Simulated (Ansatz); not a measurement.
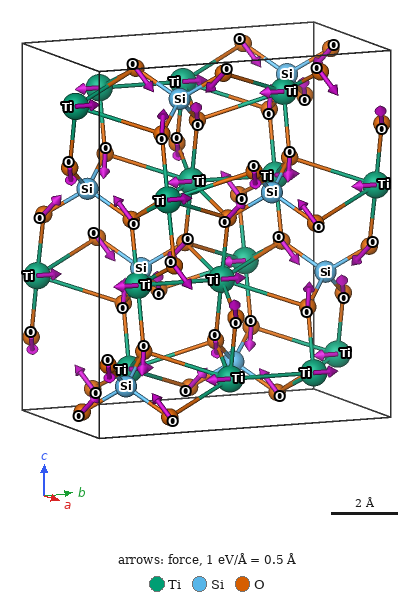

Starting geometry of a crystal of Ti2SiO4 (a generated structure, set up in Fddd) with the computed forces as purple arrows. A ball-and-stick model of the conventional cell (4 times the calculation's cell), seen slightly off an axis. Lengths and directions refer to the drawn axes.

The start is a swapped structure.

The calculation used Ansatz, DFT, PAW plane waves, PBE+U.

Input file:
```yaml
crystal:
  lattice:
    - [-2.89729159, 0.0, 4.87142682]
    - [2.89729159, 0.0, 4.87142682]
    - [2.89729159, 5.67458993, 0.0]
  atoms:
    - { symbol: Ti, position: [0.48148, 0.48148, 0.25], spin: 1.0 }
    - { symbol: Ti, position: [0.76852, 0.76852, 0.25], spin: -1.0 }
    - { symbol: Ti, position: [0.51852, 0.51852, 0.75], spin: 1.0 }
    - { symbol: Ti, position: [0.23148, 0.23148, 0.75], spin: -1.0 }
    - { symbol: Si, position: [0.125, 0.125, 0.25] }
    - { symbol: Si, position: [0.875, 0.875, 0.75] }
    - { symbol: O, position: [0.3222, 0.1386, 0.0968] }
    - { symbol: O, position: [0.1386, 0.3222, 0.4032] }
    - { symbol: O, position: [0.2646, 0.7746, 0.4032] }
    - { symbol: O, position: [0.7746, 0.2646, 0.0968] }
    - { symbol: O, position: [0.6778, 0.8614, 0.9032] }
    - { symbol: O, position: [0.8614, 0.6778, 0.5968] }
    - { symbol: O, position: [0.7354, 0.2254, 0.5968] }
    - { symbol: O, position: [0.2254, 0.7354, 0.9032] }
kpoints:
  mp_grid: { grid: [4, 4, 4], shift: [0, 0, 0] }
magnetization:
  spin_polarized: true
scf:
  occupations: { method: fermi_dirac }
  lower_state_search: "off"
hamiltonian:
  pseudopotentials: { kind: paw }
  xc: pbe
  hubbard:
    projectors: all-electron-ortho-atomic
    sites: [{ species: Ti, l: d, u_eff: 6.78 }]
basis:
  ecutwfc: 420
  fft_grid_basis: typed
relax:
  max_steps: 40
  cell: { p_target: 0.0 }
output:
  forces: true
  stress: true
  eigenvalues: true
  bader: true
  populations: true
  elf: true
  write_potential: true
  volumetric_format: npy
  dos:
    e_range: [-12, 8]
    de: 0.05
    projected: { site_lists: { O: [O], Si: [Si], Ti: [Ti] } }
checkpoint:
  read: saved_state
```

Command:
```bash
ansatz run input.yaml --threads 2 --pin off --max-ram 4096MiB --backend cpu --events-out ev --progress --plain --runs-dir out
```

### What follows when this structure is relaxed?

It isn't relaxed: the largest force vector, on O atoms, is 1.94 eV/Å. The final displacements follow the starting forces only in part (cosine between the two patterns 0.70). Over 12 accepted moves (15 points after the start) the energy falls by 192 meV per atom. The largest force component goes from 1.7 to 0.00032 eV/Å. Pressure: 15.09 GPa at the start and 0.00 GPa at the end. The SCF was repeated 3 times at an unchanged geometry on a basis and grid sized afresh for the cell, which shifted the energy by 6.2 meV per atom at most. The largest moves relative to the cell, 0.40 Å, are those of Ti1, Ti2, Ti3 and Ti4. Ti3 goes along +b. By element the largest moves are Ti 0.40 Å, O 0.08 Å. Si stays in place. The drawn cell changes as follows: a 5.795 → 5.980 Å (+3.2 %), b 9.743 → 9.713 Å (−0.3 %), c 11.349 → 12.018 Å (+5.9 %); the volume changes by +8.9 %. Near-neighbour distances that change, for instance: Ti1–Ti2 2.797 → 3.587 Å, Ti1–O7 2.773 → 2.397 Å, Ti1–O13 2.024 → 2.249 Å, Ti1–O10 2.141 → 2.335 Å. Bond angles that change, for instance: O13–Ti1–O14 179.4° → 159.3°, O9–Ti1–O10 160.0° → 142.3°, Ti2–O10–Ti3 112.5° → 126.1°. The space group stays Fddd (No. 70).
